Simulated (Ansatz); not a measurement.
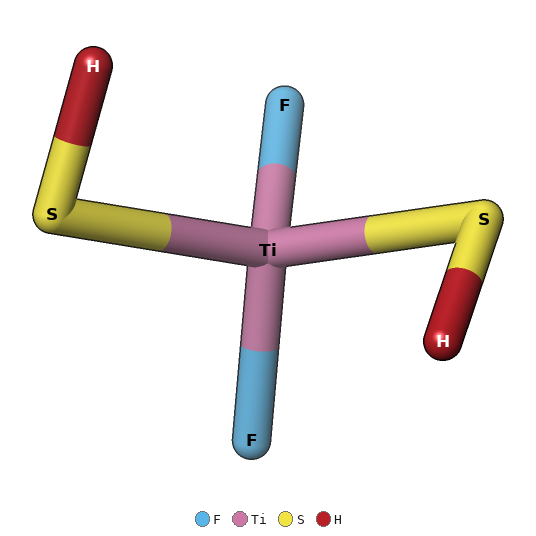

The species is neutral and a spin singlet. Computed geometry: PBE0-D4/def2-TZVP optimisation. No frequency run is at hand to confirm it as a minimum. Method: RKS PBE-D4/def2-TZVPP (Ansatz 0.2.0).

Computed properties:

The species is F₂H₂S₂Ti (`[F][Ti]([F])([SH])[SH]`).
- dipole moment: 1.03 D
- HOMO energy (Kohn–Sham orbital): −6.68 eV
- LUMO energy (Kohn–Sham orbital): −4.09 eV
- HOMO–LUMO gap: 2.59 eV
- dispersion correction: −19.6 kJ/mol
